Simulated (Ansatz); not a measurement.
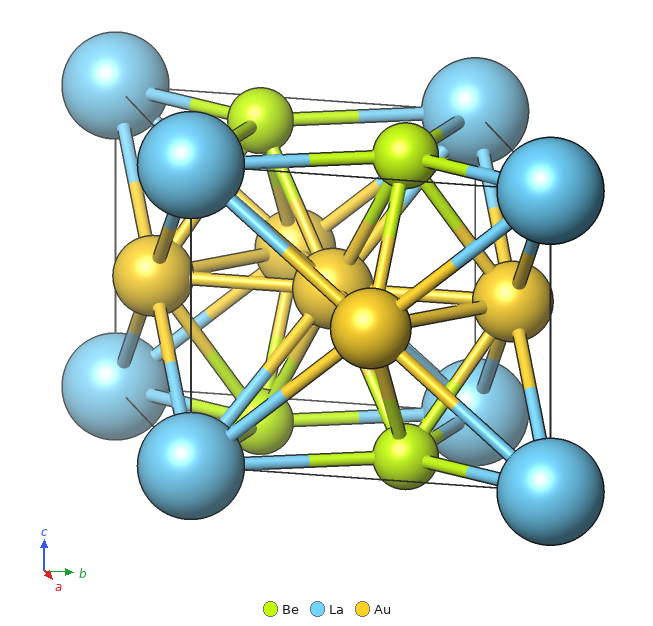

Structure drawing (ball-and-stick), viewed slightly off an axis. The edges of the simulation cell are marked.

```xyz
6
Lattice="2.6517 4.5928 0.0000 -2.6517 4.5928 0.0000 0.0000 0.0000 4.3084" Properties=species:S:1:pos:R:3 pbc="T T T"
Be   -0.0003    3.0620    0.0000
Be   -0.0003    6.1236    0.0000
La    0.0000    0.0000    0.0000
Au    0.0000    4.5928    2.1542
Au    1.3258    2.2964    2.1542
Au    1.3258    6.8892    2.1542
```

The numbers come from DFT, PAW plane waves, r2SCAN (Ansatz), using a 500 eV plane-wave basis, k-point mesh 7×7×8, Fermi-Dirac smearing of 0.1 eV, no spin polarisation.

### What are the atomic charges by Bader's partition?

La +1.57 e; Be +1.16 e; Au -1.29 e.

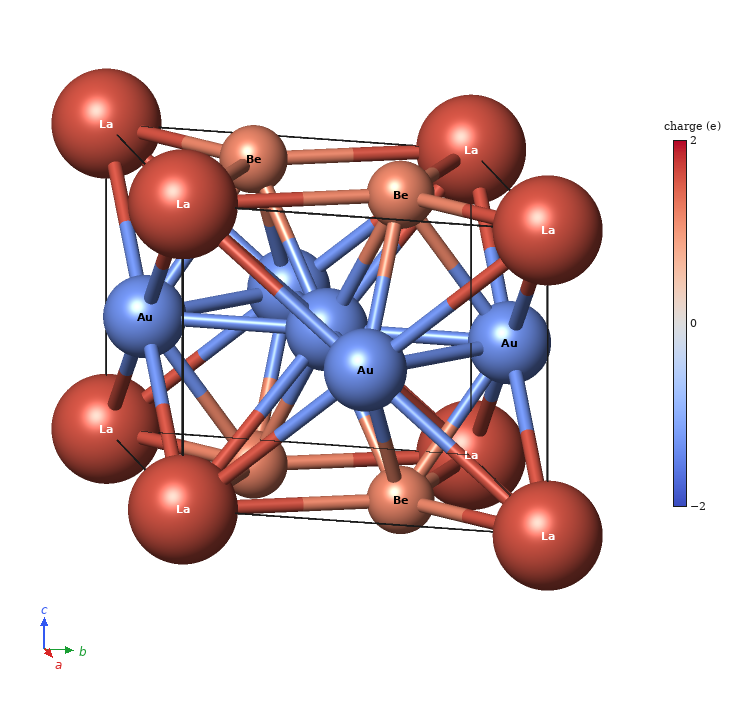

The atoms coloured by those charges.

Provenance: a generated cell, made by putting these elements into a known structure type (the compound may or may not exist in this form); not relaxed. It went into a calculation with Ansatz.
